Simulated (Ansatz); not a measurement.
# C3H10OSn: small, medium and large basis sets

How large a basis does C3H10OSn need? Two functionals are run in growing sets.

Program: Ansatz 0.2.0, Gaussian basis. Level of theory: one geometry, several basis sets. These are calculated values, not measurements.

The runs, in order: PBE0-D4/def2-SVP; ωB97M-V/def2-SVP; PBE0-D4/def2-QZVPP; ωB97M-V/def2-QZVPP; the functionals' def2-TZVPP values are taken from earlier runs.

1 further run of the same task is left out (for a known fault of the program). Runs told in other sessions of the task aren't counted.

## Step 1: The geometry

All runs share one geometry, relaxed beforehand with PBE0-D4 in a triple-zeta def2 set. Sn takes the def2 core potential; no spin-orbit term is included.

SMILES `[CH3][Sn]([CH3])([CH3])[OH]`, 15 atoms, charge 0, spin multiplicity 1.

Atoms are counted from 1 here; the program's logs count them from 0.

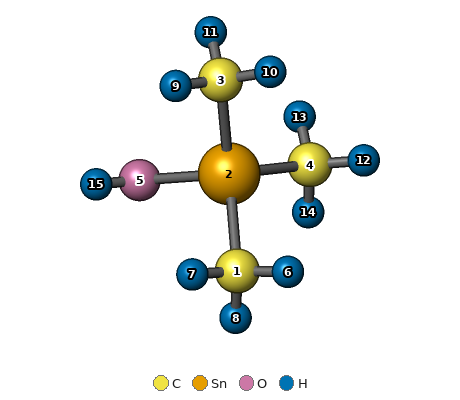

The geometry (carbon yellow, tin amber, oxygen pink, hydrogen blue); atoms are numbered from 1 in the order of the file.

## Step 2: PBE0-D4 in def2-SVP

Input file in.yaml:

```yaml
crystal:
  periodic: [false, false, false]
  atoms:
    - {symbol: C, position_ang: [-1.900774, 0.801568, 0.101783]}
    - {symbol: Sn, position_ang: [0.112266, 0.119800, -0.160240]}
    - {symbol: C, position_ang: [1.178070, 0.049726, 1.695836]}
    - {symbol: C, position_ang: [0.261912, -1.675206, -1.296563]}
    - {symbol: O, position_ang: [1.038650, 1.421672, -1.335027]}
    - {symbol: H, position_ang: [-2.475709, 0.078777, 0.683247]}
    - {symbol: H, position_ang: [-1.910581, 1.757473, 0.627269]}
    - {symbol: H, position_ang: [-2.374916, 0.929077, -0.871835]}
    - {symbol: H, position_ang: [1.128686, 1.017624, 2.196569]}
    - {symbol: H, position_ang: [0.746809, -0.705563, 2.355096]}
    - {symbol: H, position_ang: [2.223424, -0.198681, 1.510034]}
    - {symbol: H, position_ang: [-0.209507, -2.508031, -0.773122]}
    - {symbol: H, position_ang: [1.312490, -1.911547, -1.466844]}
    - {symbol: H, position_ang: [-0.228813, -1.537906, -2.260365]}
    - {symbol: H, position_ang: [1.075994, 2.310317, -0.976737]}
basis:
  gaussian: {orbitals: def2-SVP}
hamiltonian: {xc: pbe0, dispersion: d4}
output: {orbitals: {seedname: orbitals}}
```

The run is started by

```
ansatz run in.yaml --threads 4 --pin off --events-out ev --progress --plain --max-ram 11315MiB
```

The runs that follow: ωB97M-V in def2-SVP; PBE0-D4 in def2-QZVPP; ωB97M-V in def2-QZVPP.

**Question.** What will the summary of the whole plan be? Wanted: PBE0-D4: double and triple zeta above quadruple; ωB97M-V: double and triple zeta above quadruple.

**Answer**, as computed:

| quantity | value |
| --- | --- |
| PBE0-D4: double and triple zeta above quadruple | 7.15, 0.39 eV |
| ωB97M-V: double and triple zeta above quadruple | 7.48, 0.38 eV |

For PBE0-D4 the step from double to triple zeta gains 6.76 eV and the next only 0.39 eV. These are total energies; as a rule much of such shifts cancels in differences, which this series doesn't test. The LUMO of ωB97M-V is positive and keeps falling with the basis (2.50 to 1.14 eV): an unbound level that the basis holds in place.
